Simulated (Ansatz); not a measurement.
Starting cell, HfO2 (fluorite):

```xyz
6
Lattice="0.0000 5.0438 5.0438 2.5219 0.0000 2.5219 2.5219 2.5219 0.0000" Properties=species:S:1:pos:R:3 pbc="T T T"
Hf     0.0000     0.0000     0.0000
Hf     0.0000     2.5219     2.5219
O      1.2610     1.2610     1.2610
O      1.2610     3.7829     3.7829
O      3.7829     3.7829     3.7829
O      3.7829     6.3048     6.3048
```

Scan: atom 4 (O, nearest neighbour Hf at 2.184 Å; its periodic images, 3.6 Å or more away, move with it) is displaced along Cartesian x, direction (1.000, 0.000, 0.000) in Cartesian axes, by s. The other atoms stay.

Calculation: PBEsol (plane waves to 420 eV, PAW, scalar-relativistic; Ansatz, a first-principles code). k mesh 9×9×9 (Γ-centred), Fermi-Dirac smearing 0.05 eV. The energy includes the smearing's −TS. HfO2 is run without spin polarisation. HfO2 was relaxed with its symmetry unable to fall. Spin-orbit coupling is left out, though Hf is heavy. This is a high-temperature form of HfO2. The zero of ΔE is the undisplaced structure.

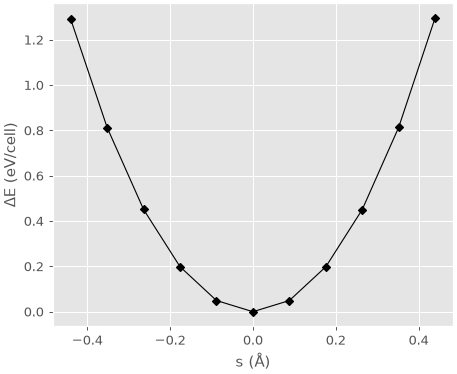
*ΔE (eV/cell) against s (Å); computed points joined by lines.*

The force along the line at s = -0.440 Å comes out as 6.13 eV/Å and the force constant k = d²E/ds² at s = 0 (finite differences) is 12.7 eV/Å². The energy at s = 0.440 Å is 1297 meV/cell. Shape of the curve: a single well with its minimum at or next to zero displacement. Harmonic estimate at the end of the scan: ½ks² = 1229 meV/cell against the computed 1297 meV/cell, so the well is stiffer than harmonic there.

The forces along the line at the two nearest points give (1.123 − (-1.122)) / (2·0.088) = 12.76 eV/Å²; the next pair corrects for the finite step.

(For displaced atoms, the force is minus the slope of the energy, and its curvature is a force constant, which sets phonon frequencies.)
